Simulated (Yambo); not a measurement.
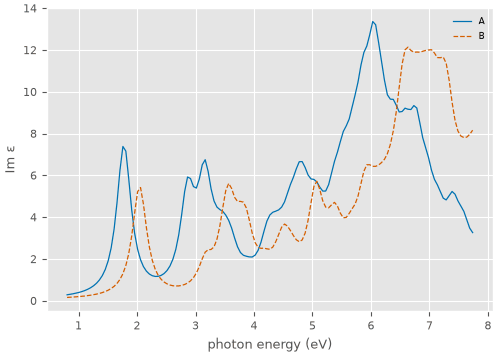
Figure. Two computed absorption spectra of AgI (space group P4/nmm, No. 129) (Yambo, PBEsol bands with the same scissor, field along x)

Axes are Cartesian, with cell vectors (Å) (4.39, 0.00, 0.00), (0.00, 4.39, 0.00), (0.00, 0.00, 6.22).

Q: Which curve includes the electron-hole attraction (BSE)?

A: Curve A: the attraction moves weight to lower energy (centre of the plotted range 5.1 eV against 5.6 eV). Settings: 4×4×4 mesh, 16 valence and 7 conduction bands, static screening with 74 bands and a 4 Ry block, scissor 0.93 eV, Tamm-Dancoff. The scissor comes from a G0W0 run whose convergence isn't established. Broadening 0.15 eV. The band window holds all transitions up to 9.2 eV. On this mesh the peak heights and the fine structure are mesh artefacts; only the shift of weight is robust.

Spin-orbit coupling is not included.

Geometry relaxed with PBE+D3(BJ); primitive cell a = b = 4.3924 Å, c = 6.2191 Å, α = β = γ = 90.00°.

This is not the ordinary phase of the substance; no match was found in the copy of COD used, and its stability was not checked.
